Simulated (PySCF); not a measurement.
# One shape, several levels: CdBrCl (SMILES [Cl][Cd][Br])

Aim: a comparison of 6 runs (HF/STO-3G, HF/3-21G, B3LYP/def2-SVP, PBE0/def2-SVP, TPSS/def2-SVP, CCSD/STO-3G) of CdBrCl. The job is set up through a Python script.

The calculation is run with PySCF 2.14.0.

### Step 1. Starting point

CdBrCl: 3 atoms, total charge 0, spin state singlet. SMILES: `[Cl][Cd][Br]`. The coordinates come from a PBE0-D4/def2-TZVP relaxation.

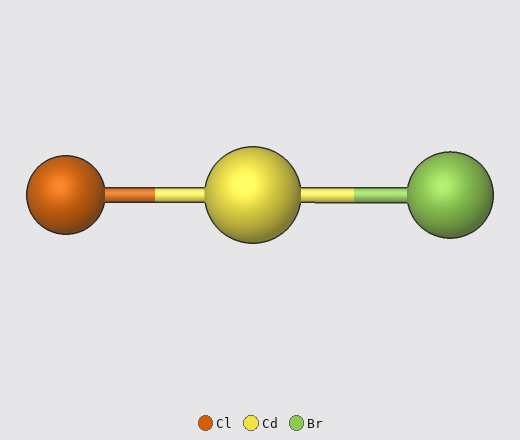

Viewed from a chosen angle; chlorine orange, cadmium yellow, bromine green.

### Step 2. Energy and gradient at HF/STO-3G (run 1)

Input file input.py:

```python
from pyscf import gto, scf

molecule = gto.M(
    atom='''
Cl     0.903289     4.127540     0.929178
Cd     0.009449     0.035527     0.008693
Br    -0.933336    -4.285521    -0.962815
''',
    spin=0,
    max_memory=1860,
    verbose=4,
    basis='sto-3g',
    unit='bohr',
)

hf = scf.RHF(molecule)
hf.conv_tol = 1e-10
hf.kernel()
if not hf.converged:
    hf = hf.newton().run(hf.mo_coeff, hf.mo_occ)

energy = hf.e_tot
print(f'total energy: {energy:.8f} hartree')
grad = hf.nuc_grad_method().kernel()
dip = hf.dip_moment()
pop, q = hf.mulliken_pop()
```

Started as:

```
$ OMP_NUM_THREADS=1 python input.py
```

The program printed:

```text
PySCF version 2.14.0

[INPUT] num. atoms = 3
[INPUT] num. electrons = 100
[INPUT] charge = 0
[INPUT] spin (= nelec alpha-beta = 2S) = 0
[INPUT] symmetry False subgroup None
[INPUT] Mole.unit = bohr
[INPUT] Symbol           X                Y                Z      unit          X                Y                Z       unit  Magmom
[INPUT]  1 Cl     0.477999953675   2.184200105161   0.491699822488 AA    0.903289000000   4.127540000000   0.929178000000 Bohr   0.0
[INPUT]  2 Cd     0.005000195466   0.018800078772   0.004600137495 AA    0.009449000000   0.035527000000   0.008693000000 Bohr   0.0
[INPUT]  3 Br    -0.493900141331  -2.267800050119  -0.509499756332 AA   -0.933336000000  -4.285521000000  -0.962815000000 Bohr   0.0

nuclear repulsion = 628.777409228862
number of shells = 24
number of NR pGTOs = 162
number of NR cGTOs = 54
basis = sto-3g
ecp = {}

[... 37 lines left out ...]
converged SCF energy = -8411.03702339779
total energy: -8411.03702340 hartree
[... 9 lines left out ...]
Dipole moment(X, Y, Z, Debye): -0.16402, -0.74489, -0.16816
[... 19 lines left out ...]
pop of  1 Cd 3py          1.99652
pop of  1 Cd 3pz          1.99638
pop of  1 Cd 4px          1.94723
pop of  1 Cd 4py          1.95768
pop of  1 Cd 4pz          1.94726
pop of  1 Cd 5px          0.16254
pop of  1 Cd 5py          0.40390
pop of  1 Cd 5pz          0.16328
pop of  1 Cd 3dxy         1.99958
pop of  1 Cd 3dyz         1.99955
pop of  1 Cd 3dz^2        1.99934
pop of  1 Cd 3dxz         1.99998
pop of  1 Cd 3dx2-y2      1.99799
pop of  1 Cd 4dxy         1.97973
pop of  1 Cd 4dyz         1.97849
pop of  1 Cd 4dz^2        1.96826
pop of  1 Cd 4dxz         1.99897
pop of  1 Cd 4dx2-y2      1.90359
pop of  2 Br 1s           2.00000
pop of  2 Br 2s           1.99980
pop of  2 Br 3s           1.99955
pop of  2 Br 4s           1.96918
pop of  2 Br 2px          1.99998
pop of  2 Br 2py          1.99984
pop of  2 Br 2pz          1.99998
pop of  2 Br 3px          1.99876
pop of  2 Br 3py          1.99111
pop of  2 Br 3pz          1.99873
pop of  2 Br 4px          1.92842
pop of  2 Br 4py          1.50366
pop of  2 Br 4pz          1.92710
pop of  2 Br 3dxy         1.99981
pop of  2 Br 3dyz         1.99980
pop of  2 Br 3dz^2        1.99980
pop of  2 Br 3dxz         1.99999
pop of  2 Br 3dx2-y2      1.99941
 ** Mulliken atomic charges  **
charge of    0Cl =     -0.48017
charge of    1Cd =      0.79509
charge of    2Br =     -0.31491
```

Run time: 11 s. Hardware: 1 thread of Intel Xeon at 2.50GHz (Skylake/Cascade Lake), shared host; peak memory 0.12 GiB.

### Step 3. Energy and gradient at HF/3-21G (run 2)

Input file job.py:

```python
import pyscf.grad
from pyscf import gto, scf

mol = gto.Mole()
mol.atom = '''
Cl     0.478000     2.184200     0.491700
Cd     0.005000     0.018800     0.004600
Br    -0.493900    -2.267800    -0.509500
'''
mol.verbose = 3
mol.basis = '3-21g'
mol.max_memory = 1860
mol.build()

mf = scf.RHF(mol)
mf.conv_tol = 1e-10
mf.kernel()
if not mf.converged:
    mf = mf.newton().run(mf.mo_coeff, mf.mo_occ)

etot = mf.e_tot
print(f'total energy: {etot:.8f} hartree')
grad = mf.Gradients().kernel()
dip = mf.dip_moment()
pop, q = mf.mulliken_pop()
```

Started as:

```
$ OMP_NUM_THREADS=1 python job.py
```

The program printed:

```text
converged SCF energy = -8457.2991629307
total energy: -8457.29916293 hartree
--------------- RHF gradients ---------------
         x                y                z
0 Cl    -0.0093281594    -0.0427156558    -0.0096076290
1 Cd     0.0022685739     0.0103702179     0.0023342861
2 Br     0.0070595855     0.0323454379     0.0072733429
----------------------------------------------
Dipole moment(X, Y, Z, Debye): -0.16928, -0.76881, -0.17356
 ** Mulliken pop  **
pop of  0 Cl 1s           1.99859
pop of  0 Cl 2s           1.95869
pop of  0 Cl 3s           1.10344
pop of  0 Cl 4s           0.92794
pop of  0 Cl 2px          1.96990
pop of  0 Cl 2py          1.96585
pop of  0 Cl 2pz          1.96988
pop of  0 Cl 3px          1.03153
pop of  0 Cl 3py          0.93799
pop of  0 Cl 3pz          1.03124
pop of  0 Cl 4px          0.93141
pop of  0 Cl 4py          0.74704
pop of  0 Cl 4pz          0.93086
pop of  1 Cd 1s           1.99994
pop of  1 Cd 2s           1.99987
pop of  1 Cd 3s           1.99782
pop of  1 Cd 4s           1.99721
pop of  1 Cd 5s           0.64731
pop of  1 Cd 6s          -0.04912
pop of  1 Cd 2px          1.99977
pop of  1 Cd 2py          1.99977
pop of  1 Cd 2pz          1.99977
pop of  1 Cd 3px          1.99992
pop of  1 Cd 3py          1.99999
pop of  1 Cd 3pz          1.99992
pop of  1 Cd 4px          1.98352
pop of  1 Cd 4py          1.98870
pop of  1 Cd 4pz          1.98354
pop of  1 Cd 5px          0.12807
pop of  1 Cd 5py          0.35149
pop of  1 Cd 5pz          0.12875
pop of  1 Cd 6px          0.02159
pop of  1 Cd 6py         -0.02948
pop of  1 Cd 6pz          0.02143
pop of  1 Cd 3dxy         1.97850
pop of  1 Cd 3dyz         1.97849
pop of  1 Cd 3dz^2        1.97842
pop of  1 Cd 3dxz         1.97865
pop of  1 Cd 3dx2-y2      1.97795
pop of  1 Cd 4dxy         1.39901
pop of  1 Cd 4dyz         1.39881
pop of  1 Cd 4dz^2        1.39528
pop of  1 Cd 4dxz         1.39958
pop of  1 Cd 4dx2-y2      1.38612
pop of  1 Cd 5dxy         0.62374
pop of  1 Cd 5dyz         0.62381
pop of  1 Cd 5dz^2        0.62384
pop of  1 Cd 5dxz         0.62200
pop of  1 Cd 5dx2-y2      0.62769
pop of  2 Br 1s           1.99981
pop of  2 Br 2s           1.99678
pop of  2 Br 3s           2.00138
pop of  2 Br 4s           0.74932
pop of  2 Br 5s           1.24335
pop of  2 Br 2px          1.99672
pop of  2 Br 2py          1.99634
pop of  2 Br 2pz          1.99672
pop of  2 Br 3px          1.99151
pop of  2 Br 3py          1.98966
pop of  2 Br 3pz          1.99151
pop of  2 Br 4px          0.79263
pop of  2 Br 4py          0.70492
pop of  2 Br 4pz          0.79235
pop of  2 Br 5px          1.12569
pop of  2 Br 5py          0.84205
pop of  2 Br 5pz          1.12481
pop of  2 Br 3dxy         1.99974
pop of  2 Br 3dyz         1.99973
pop of  2 Br 3dz^2        1.99974
pop of  2 Br 3dxz         1.99998
pop of  2 Br 3dx2-y2      1.99922
 ** Mulliken atomic charges  **
charge of    0Cl =     -0.50435
charge of    1Cd =      0.83832
charge of    2Br =     -0.33397
```

Wall time 11 s (1 thread of Intel Xeon at 2.50GHz (Skylake/Cascade Lake), shared host); peak memory 0.14 GiB.

Run 3 isn't shown in full; the table further down has it.

### Step 4. Energy and gradient at PBE0/def2-SVP (core potential) (run 4)

Input file job.py:

```python
# [Cl][Cd][Br]
import pyscf.grad
from pyscf import gto, dft

molecule = gto.M(
    atom=[
    ('Cl', (0.478000, 2.184200, 0.491700)),
    ('Cd', (0.005000, 0.018800, 0.004600)),
    ('Br', (-0.493900, -2.267800, -0.509500)),
],
    basis='def2-svp',
    ecp={'Cd': 'def2-svp'},
    max_memory=1860,
    verbose=4,
)

mf = dft.RKS(molecule, xc='pbe0')
mf.conv_tol = 1e-10
mf.grids.level = 5
mf.kernel()
if not mf.converged:
    mf = mf.newton().run(mf.mo_coeff, mf.mo_occ)

e_tot = mf.e_tot
print(f'total energy: {e_tot:.8f} hartree')
grad = mf.Gradients().kernel()
mf.analyze()
```

Started as:

```
$ OMP_NUM_THREADS=1 python job.py
```

The program printed:

```text
PySCF version 2.14.0

[INPUT] num. atoms = 3
[INPUT] num. electrons = 72
[INPUT] charge = 0
[INPUT] spin (= nelec alpha-beta = 2S) = 0
[INPUT] symmetry False subgroup None
[INPUT] Mole.unit = angstrom
[INPUT] Symbol           X                Y                Z      unit          X                Y                Z       unit  Magmom
[INPUT]  1 Cl     0.478000000000   2.184200000000   0.491700000000 AA    0.903289087542   4.127539801275   0.929178335449 Bohr   0.0
[INPUT]  2 Cd     0.005000000000   0.018800000000   0.004600000000 AA    0.009448630623   0.035526851142   0.008692740173 Bohr   0.0
[INPUT]  3 Br    -0.493900000000  -2.267800000000  -0.509500000000 AA   -0.933335732923  -4.285520905289  -0.962815460466 Bohr   0.0

nuclear repulsion = 301.357626250209
number of shells = 31
number of NR pGTOs = 167
number of NR cGTOs = 81
basis = def2-svp
ecp = {'Cd': 'def2-svp'}

[... 56 lines left out ...]
converged SCF energy = -3201.27432253739
[... 20 lines left out ...]
MO #1   energy= -483.190214072122  occ= 2
[... 7 lines left out ...]
MO #9   energy= -7.25404070299259  occ= 2
[... 7 lines left out ...]
MO #17  energy= -2.77068219224331  occ= 2
[... 7 lines left out ...]
MO #25  energy= -0.781403227663801 occ= 2
[... 7 lines left out ...]
MO #33  energy= -0.32879877552404  occ= 2
[... 7 lines left out ...]
MO #41  energy= 0.0950226620918374 occ= 0
[... 7 lines left out ...]
MO #49  energy= 0.460693035759862  occ= 0
[... 7 lines left out ...]
MO #57  energy= 0.706498851692389  occ= 0
[... 7 lines left out ...]
MO #65  energy= 1.01897759898586   occ= 0
[... 7 lines left out ...]
MO #73  energy= 2.65936308768      occ= 0
[... 7 lines left out ...]
MO #81  energy= 56.6721020080757   occ= 0
[... 48 lines left out ...]
pop of  1 Cd 4f+1         0.00000
pop of  1 Cd 4f+2         0.00003
pop of  1 Cd 4f+3         0.00005
pop of  2 Br 1s           2.00000
pop of  2 Br 2s           1.99992
pop of  2 Br 3s           1.99953
pop of  2 Br 4s           1.97201
pop of  2 Br 5s           0.01968
pop of  2 Br 2px          1.99999
pop of  2 Br 2py          1.99999
pop of  2 Br 2pz          1.99999
pop of  2 Br 3px          1.99985
pop of  2 Br 3py          1.99979
pop of  2 Br 3pz          1.99985
pop of  2 Br 4px          1.96055
pop of  2 Br 4py          1.66335
pop of  2 Br 4pz          1.95662
pop of  2 Br 5px          0.00348
pop of  2 Br 5py          0.01255
pop of  2 Br 5pz          0.00992
pop of  2 Br 3dxy         1.99994
pop of  2 Br 3dyz         1.99994
pop of  2 Br 3dz^2        1.99995
pop of  2 Br 3dxz         1.99995
pop of  2 Br 3dx2-y2      1.99994
pop of  2 Br 4dxy         0.01519
pop of  2 Br 4dyz         0.02214
pop of  2 Br 4dz^2        0.01221
pop of  2 Br 4dxz         0.00219
pop of  2 Br 4dx2-y2      0.02402
pop of  2 Br 5dxy         0.00078
pop of  2 Br 5dyz         0.00144
pop of  2 Br 5dz^2        0.00062
pop of  2 Br 5dxz         0.00016
pop of  2 Br 5dx2-y2      0.00105
 ** Mulliken atomic charges  **
charge of    0Cl =     -0.66385
charge of    1Cd =      1.34044
charge of    2Br =     -0.67659
Dipole moment(X, Y, Z, Debye): -0.04343, -0.19488, -0.04424
```

Wall time 39 s (1 thread of Intel Xeon at 2.50GHz (Skylake/Cascade Lake), shared host); peak memory 0.79 GiB.

Run 5 isn't shown in full; the table further down has it.

### Step 5. The energy at CCSD/STO-3G (run 6)

Input file run.py:

```python
from pyscf import gto, cc

molecule = gto.Mole()
molecule.atom = '''
Cl     0.478000     2.184200     0.491700
Cd     0.005000     0.018800     0.004600
Br    -0.493900    -2.267800    -0.509500
'''
molecule.max_memory = 1860
molecule.charge = 0
molecule.basis = 'sto-3g'
molecule.verbose = 4
molecule.build()

calc0 = molecule.RHF()
calc0.conv_tol = 1e-10
calc0.kernel()
if not calc0.converged:
    calc0 = calc0.newton().run(calc0.mo_coeff, calc0.mo_occ)

mycc = cc.CCSD(calc0, frozen=28)
mycc.kernel()
energy = mycc.e_tot
print('E = %.10f Eh' % energy)
dip = calc0.dip_moment()
pop, q = calc0.mulliken_pop()
```

Started as:

```
$ OMP_NUM_THREADS=1 python run.py
```

The program printed:

```text
PySCF version 2.14.0

[INPUT] num. atoms = 3
[INPUT] num. electrons = 100
[INPUT] charge = 0
[INPUT] spin (= nelec alpha-beta = 2S) = 0
[INPUT] symmetry False subgroup None
[INPUT] Mole.unit = angstrom
[INPUT] Symbol           X                Y                Z      unit          X                Y                Z       unit  Magmom
[INPUT]  1 Cl     0.478000000000   2.184200000000   0.491700000000 AA    0.903289087542   4.127539801275   0.929178335449 Bohr   0.0
[INPUT]  2 Cd     0.005000000000   0.018800000000   0.004600000000 AA    0.009448630623   0.035526851142   0.008692740173 Bohr   0.0
[INPUT]  3 Br    -0.493900000000  -2.267800000000  -0.509500000000 AA   -0.933335732923  -4.285520905289  -0.962815460466 Bohr   0.0

nuclear repulsion = 628.777428941936
number of shells = 24
number of NR pGTOs = 162
number of NR cGTOs = 54
basis = sto-3g
ecp = {}

[... 37 lines left out ...]
converged SCF energy = -8411.03702340378
[... 12 lines left out ...]
Init t2, MP2 energy = -8411.06152436096  E_corr(MP2) -0.0245009571784031
[... 11 lines left out ...]
CCSD converged
[... 2 lines left out ...]
Dipole moment(X, Y, Z, Debye): -0.16402, -0.74489, -0.16816
[... 19 lines left out ...]
pop of  1 Cd 3py          1.99652
pop of  1 Cd 3pz          1.99638
pop of  1 Cd 4px          1.94723
pop of  1 Cd 4py          1.95768
pop of  1 Cd 4pz          1.94726
pop of  1 Cd 5px          0.16254
pop of  1 Cd 5py          0.40390
pop of  1 Cd 5pz          0.16328
pop of  1 Cd 3dxy         1.99958
pop of  1 Cd 3dyz         1.99955
pop of  1 Cd 3dz^2        1.99934
pop of  1 Cd 3dxz         1.99998
pop of  1 Cd 3dx2-y2      1.99799
pop of  1 Cd 4dxy         1.97973
pop of  1 Cd 4dyz         1.97849
pop of  1 Cd 4dz^2        1.96826
pop of  1 Cd 4dxz         1.99897
pop of  1 Cd 4dx2-y2      1.90359
pop of  2 Br 1s           2.00000
pop of  2 Br 2s           1.99980
pop of  2 Br 3s           1.99955
pop of  2 Br 4s           1.96918
pop of  2 Br 2px          1.99998
pop of  2 Br 2py          1.99984
pop of  2 Br 2pz          1.99998
pop of  2 Br 3px          1.99876
pop of  2 Br 3py          1.99111
pop of  2 Br 3pz          1.99873
pop of  2 Br 4px          1.92842
pop of  2 Br 4py          1.50366
pop of  2 Br 4pz          1.92710
pop of  2 Br 3dxy         1.99981
pop of  2 Br 3dyz         1.99980
pop of  2 Br 3dz^2        1.99980
pop of  2 Br 3dxz         1.99999
pop of  2 Br 3dx2-y2      1.99941
 ** Mulliken atomic charges  **
charge of    0Cl =     -0.48017
charge of    1Cd =      0.79509
charge of    2Br =     -0.31491
```

It took 3.6 s on 1 thread of Intel Xeon at 2.50GHz (Skylake/Cascade Lake), shared host; peak memory 0.13 GiB.

### Step 6. The series

| run | level | core potential | integration grid | energy (Eh) | dipole moment (D) of the reference | HOMO energy (eV) | LUMO energy (eV) | wall time |
| --- | --- | --- | --- | --- | --- | --- | --- | --- |
| 1 | HF/STO-3G | – | – | -8411.037023 | 0.78 | -8.08 | 6.59 | 11 s |
| 2 | HF/3-21G | – | – | -8457.299163 | 0.81 | -11.18 | 0.43 | 11 s |
| 3 | B3LYP/def2-SVP (core potential) | def2-svp | 5 | -3201.822482 | 0.20 | -8.05 | -2.37 | 42 s |
| 4 | PBE0/def2-SVP (core potential) | def2-svp | 5 | -3201.274323 | 0.20 | -8.38 | -2.12 | 39 s |
| 5 | TPSS/def2-SVP (core potential) | def2-svp | 5 | -3201.589532 | 0.21 | -7.21 | -2.83 | 52 s |
| 6 | CCSD/STO-3G | – | – | -8411.068497 | 0.78 | -8.08 | 6.59 | 3.6 s |

### Step 7. Summary of results

| quantity | value |
| --- | --- |
| run 6: total energy | -8411.06850 Eh |
| run 6: dipole moment (Hartree–Fock density) | 0.78 D |
| run 6: HOMO energy (Hartree–Fock orbitals) | -8.08 eV |
| run 6: LUMO energy (Hartree–Fock orbitals) | 6.59 eV |
| run 6: HOMO–LUMO gap (Hartree–Fock orbitals) | 14.66 eV |
| run 6: correlation energy (28 core orbitals frozen) | -31.5 mEh |
| run 6: T1 diagnostic | 0.008 |

**Reading.** Over runs 1, 2, 3, 4, 5 the dipole moment (its size) runs from 0.20 D (B3LYP/def2-SVP) to 0.81 D (HF/3-21G). The two ends differ in method and basis and core potential. Over runs 1, 2, 3, 4, 5 the HOMO–LUMO gap runs from 4.38 eV (TPSS/def2-SVP) to 14.66 eV (HF/STO-3G). Totals of different functionals can't be ranked against each other. Some runs of one species differ in core potentials or relativity; totals across that change don't compare. In runs 1, 6 the basis is minimal, so the values are rough. In runs 1, 2, 6 relativity is left out where basis or elements ask for it. All runs together took 2.6 min, the longest 52 s.
